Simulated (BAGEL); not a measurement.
**BH2F (SMILES BF) at RI-MP2/cc-pVTZ (density fitting with qzvpp-jkfit)**

Aim: the energy change on altering one bond length of BH2F at RI-MP2/cc-pVTZ (density fitting with qzvpp-jkfit), from 2 runs. 

The results are computed with BAGEL 1.2.2.

3 further runs of the same task are left out: 2 that didn't finish, 1 set aside as unsound or not needed. Runs told in other sessions of the task aren't counted.

## 1. The structure to begin with

BH2F: 4 atoms, total charge 0, spin state singlet. SMILES: `BF`. The shape is that of a PBE0-D4/def2-TZVP optimisation.

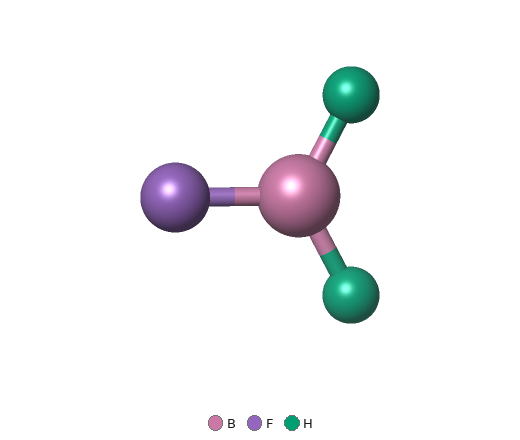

The structure, seen from a chosen angle (boron pink, fluorine purple, hydrogen teal).

## 2. The energy at RI-MP2/cc-pVTZ (density fitting with qzvpp-jkfit)

job.json

```json
{ "bagel": [

{
  "title": "molecule",
  "basis": "cc-pvtz.json",
  "df_basis": "qzvpp-jkfit",
  "angstrom": true,
  "geometry": [
    { "atom": "B", "xyz": [      -0.027300,      -0.004000,      -0.030800 ] },
    { "atom": "F", "xyz": [       1.061200,      -0.296700,       0.649900 ] },
    { "atom": "H", "xyz": [      -1.012500,      -0.649100,       0.186200 ] },
    { "atom": "H", "xyz": [       0.034200,       0.889600,      -0.825600 ] }
  ]
},

{ "title": "hf" },

{ "title": "mp2", "ncore": 2 }

]}
```

The basis set cc-pVTZ is read from a file made from the Basis Set Exchange's data (not shown).

Run with:

```bash
BAGEL_NUM_THREADS=1 BAGEL job.json > job.out
```

Log:

```text
* using 1 threads per process

  ===============================================================
  ===============================================================

  *** Geometry ***

  { "atom" : "B", "xyz" : [     -0.051590,     -0.007559,     -0.058204 ] },
  { "atom" : "F", "xyz" : [      2.005377,     -0.560682,      1.228133 ] },
  { "atom" : "H", "xyz" : [     -1.913348,     -1.226621,      0.351867 ] },
  { "atom" : "H", "xyz" : [      0.064629,      1.681100,     -1.560158 ] },

  Number of auxiliary basis functions:      188

  Since a DF basis is specified, we compute 2- and 3-index integrals:
    o Being stored without compression. Storage requirement is 0.012 GB

  Number of basis functions:       88
  Number of electrons      :       16

    * METHOD: MOLECULE                             0.09

  *** RHF ***

  === Nuclear Repulsion ===
    27.1757584682

      * DIIS with orbital gradients will be used.

  === RHF iteration (cc-pvtz.json) ===
      0       -125.23187971          0.02030258           0.02
      1       -125.31574154          0.01433388           0.02
      2       -125.37265188          0.00159132           0.02
      3       -125.37339713          0.00015706           0.02
      4       -125.37340572          0.00002840           0.02
      5       -125.37340605          0.00000647           0.02
      6       -125.37340608          0.00000150           0.02
      7       -125.37340608          0.00000049           0.02
      8       -125.37340608          0.00000010           0.02
      9       -125.37340608          0.00000003           0.02
     10       -125.37340608          0.00000001           0.02
    * SCF iteration converged.

    * Permanent dipole moment:
           (    0.321008,    -0.086246,     0.200658) a.u.

    * METHOD: HF                                   0.33

  *** RHF ***

  === Nuclear Repulsion ===
    27.1757584682

      * DIIS with orbital gradients will be used.

  === RHF iteration (cc-pvtz.json) ===
      0       -125.37340608          0.00000000           0.02
    * SCF iteration converged.

    * Permanent dipole moment:
           (    0.321008,    -0.086246,     0.200658) a.u.

  === DF-MP2 calculation ===

    * freezing 2 orbitals
    * 3-index integral transformation done
    * assembly done

      MP2 correlation energy:   -0.3573202750      0.01

      MP2 total energy:       -125.7307263537

    * METHOD: MP2                                  0.06

  ===============================================================
```

Wall time 0.81 s (1 thread of Intel Xeon Platinum 8259CL at 2.50GHz (Skylake/Cascade Lake), shared host); peak memory 0.08 GiB.

## 3. The distorted shape

input.json

```json
{ "bagel" : [

{
  "title" : "molecule",
  "basis" : "cc-pvtz.json",
  "df_basis" : "qzvpp-jkfit",
  "angstrom" : true,
  "geometry" : [
    { "atom" : "B", "xyz" : [    0.120516,    0.092789,   -0.063358 ] },
    { "atom" : "F", "xyz" : [    1.209016,   -0.199911,    0.617342 ] },
    { "atom" : "H", "xyz" : [   -1.012500,   -0.649100,    0.186200 ] },
    { "atom" : "H", "xyz" : [    0.182016,    0.986389,   -0.858158 ] }
  ]
},
{ "title" : "hf" },
{ "title" : "mp2", "ncore" : 2 }

]}
```

The basis set cc-pVTZ is read from a file made from the Basis Set Exchange's data (not shown).

Run with:

```bash
BAGEL_NUM_THREADS=1 BAGEL input.json > input.out
```

Log:

```text
* using 1 threads per process

  ===============================================================
  ===============================================================

  *** Geometry ***

  { "atom" : "B", "xyz" : [      0.227742,      0.175346,     -0.119729 ] },
  { "atom" : "F", "xyz" : [      2.284709,     -0.377777,      1.166607 ] },
  { "atom" : "H", "xyz" : [     -1.913348,     -1.226621,      0.351867 ] },
  { "atom" : "H", "xyz" : [      0.343960,      1.864005,     -1.621684 ] },

  Number of auxiliary basis functions:      188

  Since a DF basis is specified, we compute 2- and 3-index integrals:
    o Being stored without compression. Storage requirement is 0.012 GB

  Number of basis functions:       88
  Number of electrons      :       16

    * METHOD: MOLECULE                             0.10

  *** RHF ***

  === Nuclear Repulsion ===
    26.7230880417

      * DIIS with orbital gradients will be used.

  === RHF iteration (cc-pvtz.json) ===
      0       -125.21496932          0.02038255           0.02
      1       -125.30068708          0.01451716           0.02
      2       -125.36007315          0.00159897           0.02
      3       -125.36091572          0.00016965           0.02
      4       -125.36092709          0.00003048           0.02
      5       -125.36092753          0.00000704           0.02
      6       -125.36092756          0.00000161           0.02
      7       -125.36092756          0.00000051           0.02
      8       -125.36092756          0.00000010           0.02
      9       -125.36092756          0.00000003           0.02
     10       -125.36092756          0.00000001           0.02
    * SCF iteration converged.

    * Permanent dipole moment:
           (    0.222016,    -0.149624,     0.221145) a.u.

    * METHOD: HF                                   0.33

  *** RHF ***

  === Nuclear Repulsion ===
    26.7230880417

      * DIIS with orbital gradients will be used.

  === RHF iteration (cc-pvtz.json) ===
      0       -125.36092756          0.00000000           0.01
    * SCF iteration converged.

    * Permanent dipole moment:
           (    0.222016,    -0.149624,     0.221145) a.u.

  === DF-MP2 calculation ===

    * freezing 2 orbitals
    * 3-index integral transformation done
    * assembly done

      MP2 correlation energy:   -0.3577891605      0.01

      MP2 total energy:       -125.7187167231

    * METHOD: MP2                                  0.05

  ===============================================================
```

Run time: 0.79 s. Hardware: 1 thread of Intel Xeon Platinum 8259CL at 2.50GHz (Skylake/Cascade Lake), shared host; peak memory 0.14 GiB.

## 4. Summary of results

Level: RI-MP2/cc-pVTZ (density fitting with qzvpp-jkfit), 2 core orbitals frozen.

| quantity | value |
| --- | --- |
| first shape: total energy | -125.73073 Eh |
| first shape: correlation energy (2 core orbitals frozen) | -357.3 mEh |
| distorted shape: total energy | -125.71872 Eh |
| distorted shape: correlation energy (2 core orbitals frozen) | -357.8 mEh |
| energy change with the B1–H3 bond stretched from 1.197 to 1.377 Å | 0.327 eV |

In words: With the B1–H3 bond stretched from 1.197 to 1.377 Å the energy rises by 0.33 eV (31.5 kJ/mol). The first shape isn't relaxed at this level, so the change isn't measured from a minimum.
